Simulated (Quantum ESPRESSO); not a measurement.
# Magnetic state of FeSb from several starts, part 2 of 2

A self-consistent run ends on one state, which hangs on the start. Several orders of FeSb are started in Quantum ESPRESSO and their energies compared.

Quantum ESPRESSO 7.5; LDA; plane waves with GBRV 1.5 LDA potentials, no spin-orbit coupling.

So far, absolute magnetization (μB): step 2 (run 1, typed as ferro ++) 3.50.

The database entry behind the starting cell differs from later determinations by our own check (0.1 to 0.3 % short, probably kX units), so it need not match the best structure at ambient conditions.

**4. Run 3 (antiferro +−)**

pw.in reads:

```
&CONTROL
  calculation = 'scf'
  prefix = 'pwscf'
  outdir = './tmp'
  pseudo_dir = './pseudo'
  disk_io = 'nowf'
/
&SYSTEM
  ibrav = 0
  nat = 4
  ntyp = 3
  ecutwfc = 40
  ecutrho = 280
  nbnd = 41
  occupations = 'smearing'
  smearing = 'fd'
  degauss = 0.00734986
  nspin = 2
  starting_magnetization(1) = 0.175
  starting_magnetization(2) = -0.175
  starting_magnetization(3) = 0
/
&ELECTRONS
  conv_thr = 8d-09
  electron_maxstep = 150
  mixing_beta = 0.3
/
ATOMIC_SPECIES
Fe1    55.8450 fe_lda_v1.5.uspp.F.UPF
Fe2    55.8450 fe_lda_v1.5.uspp.F.UPF
Sb    121.7600 sb_lda_v1.4.uspp.F.UPF
CELL_PARAMETERS angstrom
   4.0600000000    0.0000000000    0.0000000000
  -2.0300000000    3.5160631394    0.0000000000
   0.0000000000    0.0000000000    5.1300000000
ATOMIC_POSITIONS crystal
Fe1     0.0000000000    0.0000000000    0.0000000000
Fe2     0.0000000000    0.0000000000    0.5000000000
Sb      0.3333333333    0.6666666667    0.2500000000
Sb      0.6666666667    0.3333333333    0.7500000000
K_POINTS automatic
8 8 8 0 0 0
```

The run is started by

```sh
OMP_NUM_THREADS=1 mpirun -n 4 pw.x -nk 4 -in pw.in > pw.out
```

What it wrote:

```text
     [... lines left out ...]
Program PWSCF v.7.5 starts
     [... lines left out ...]
     number of atoms/cell      =            4
     [... lines left out ...]
     number of electrons       =        62.00
     number of Kohn-Sham states=           41
     kinetic-energy cutoff     =      40.0000  Ry
     charge density cutoff     =     280.0000  Ry
     scf convergence threshold =      8.0E-09
     [... lines left out ...]
     12 Sym. Ops., with inversion, found
     [... lines left out ...]
     number of k points=    65  Fermi-Dirac smearing, width (Ry)=  0.0073
     [... lines left out ...]
     iteration # 29     ecut=    40.00 Ry     beta= 0.30
     [... lines left out ...]
     Magnetic moment per site  (integrated on atomic sphere of radius R)
     atom   1 (R=0.261)  charge= 14.6609  magn=  0.3714
     atom   2 (R=0.261)  charge= 14.6609  magn= -0.3717
     atom   3 (R=0.271)  charge= 12.1583  magn=  0.0000
     atom   4 (R=0.271)  charge= 12.1583  magn=  0.0000
     [... lines left out ...]
     the Fermi energy is    13.8151 ev
!    total energy              =    -869.73177612 Ry
     estimated scf accuracy    <          5.4E-09 Ry
     smearing contrib. (-TS)   =      -0.01581905 Ry
     [... lines left out ...]
     total magnetization       =    -0.00 Bohr mag/cell
     absolute magnetization    =     0.81 Bohr mag/cell
     convergence has been achieved in  29 iterations
```

The job ended after 1.8 min (4 MPI ranks of Arm Neoverse V2, shared host; peak memory 0.58 GiB; 7.1 min of CPU time).

Spin moment in the atom's sphere by atom:

```csv
atom,spin moment in the atom's sphere (μB)
Fe1,0.371
Fe2,-0.372
Sb3,0.000
Sb4,0.000
```

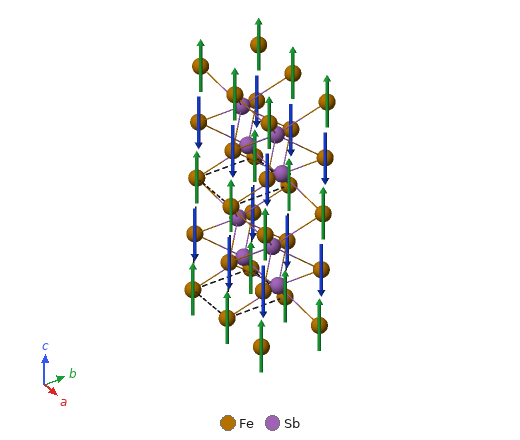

Spin moment in the atom's sphere as arrows, the longest 0.372 μB. Up and down stand for the sign. Arrows give size and sign along the axis of quantisation, drawn up and down the page. The two directions have two colours. Bonds to atoms that aren't drawn are left out. 2×1×2 cells are drawn. Some periodic images of atoms are drawn too.

Read from the output:

```yaml
smearing_term_ts: 0.2152 eV
magnetization: 0 μB
absolute_magnetization: 0.814 μB
final_state: antiferromagnetic
```

**5. Run 4, typed as no spin polarisation**

pw.in reads:

```
&CONTROL
  calculation = 'scf'
  prefix = 'pwscf'
  outdir = './tmp'
  pseudo_dir = './pseudo'
  disk_io = 'nowf'
/
&SYSTEM
  ibrav = 0
  nat = 4
  ntyp = 2
  ecutwfc = 40
  ecutrho = 280
  nbnd = 41
  occupations = 'smearing'
  smearing = 'fd'
  degauss = 0.00734986
/
&ELECTRONS
  conv_thr = 8d-09
  electron_maxstep = 150
  mixing_beta = 0.3
/
ATOMIC_SPECIES
Fe     55.8450 fe_lda_v1.5.uspp.F.UPF
Sb    121.7600 sb_lda_v1.4.uspp.F.UPF
CELL_PARAMETERS angstrom
   4.0600000000    0.0000000000    0.0000000000
  -2.0300000000    3.5160631394    0.0000000000
   0.0000000000    0.0000000000    5.1300000000
ATOMIC_POSITIONS crystal
Fe      0.0000000000    0.0000000000    0.0000000000
Fe      0.0000000000    0.0000000000    0.5000000000
Sb      0.3333333333    0.6666666667    0.2500000000
Sb      0.6666666667    0.3333333333    0.7500000000
K_POINTS automatic
8 8 8 0 0 0
```

What it wrote:

```text
     [... lines left out ...]
Program PWSCF v.7.5 starts
     [... lines left out ...]
     number of atoms/cell      =            4
     [... lines left out ...]
     number of electrons       =        62.00
     number of Kohn-Sham states=           41
     kinetic-energy cutoff     =      40.0000  Ry
     charge density cutoff     =     280.0000  Ry
     scf convergence threshold =      8.0E-09
     [... lines left out ...]
     24 Sym. Ops., with inversion, found (12 have fractional translation)
     [... lines left out ...]
     number of k points=    50  Fermi-Dirac smearing, width (Ry)=  0.0073
     [... lines left out ...]
     iteration # 12     ecut=    40.00 Ry     beta= 0.30
     [... lines left out ...]
     the Fermi energy is    13.8011 ev
!    total energy              =    -869.73176125 Ry
     estimated scf accuracy    <          2.8E-09 Ry
     smearing contrib. (-TS)   =      -0.01562213 Ry
     [... lines left out ...]
     convergence has been achieved in  12 iterations
```

Run time: 18 s. Hardware: 4 MPI ranks; peak memory 0.44 GiB.

Numbers from this step:

```
smearing term TS : 0.2125 eV
final state      : non-magnetic (no spin polarisation)
```

**6. Ranking**

An order is kept where moments of 0.15 μB or more survive with the typed signs; meshes match where a doubled cell samples the same k points as the first cell.

Orders:

```csv
start,final state,typed order kept,energy over the lowest (meV a seeded atom),largest site moment (μB),net moment (μB a cell of the first run),mesh matched,CPU time (s)
ferro ++,ferromagnetic,yes,0,1.586,2.993,yes,156
"antiferro q=(0,1/2,1/2) +-+-",antiferromagnetic,yes,29.43,1.651,0,yes,1008
antiferro +-,antiferromagnetic,yes,116.9,0.3717,0,yes,427
no spin polarisation,non-magnetic,-,117,0,0,yes,72.27
```

**7. Results**

| Quantity | Value |
| --- | --- |
| lowest state found | ferromagnetic (from ferro ++) |
| largest site moment | 1.59 μB |
| next state with moments | antiferromagnetic, 29.4 meV a seeded atom higher |
| state without moments | 117 meV a seeded atom higher |

What this shows: The smearing terms TS of the orders run from 74 to 108 meV a seeded atom, so the differences would change at a smaller width: an order with a larger TS is lowered more by the smearing. Only these 4 starts were compared; other wavevectors, canted and longer-period orders were not. Energies are free energies at an electronic temperature of 1160 K, which lowers moments and differences where the moments are itinerant.

[Logs and program files are shortened in this print: banners, set-up blocks, solver, clock and traceback lines can be left out without a mark of their own.]

[Logs are printed without paths, hosts, clocks, repeated set-up lines and the standing remarks that a program may print on its own settings, such as how far it seeks lower states.]

[Hosts, paths, dates, database ids (printed as entryN), source tags and the programs' standing remarks are cut or masked in the printed files.]

[Where a cell is said to come from a database of computed structures, the database is the Materials Project.]
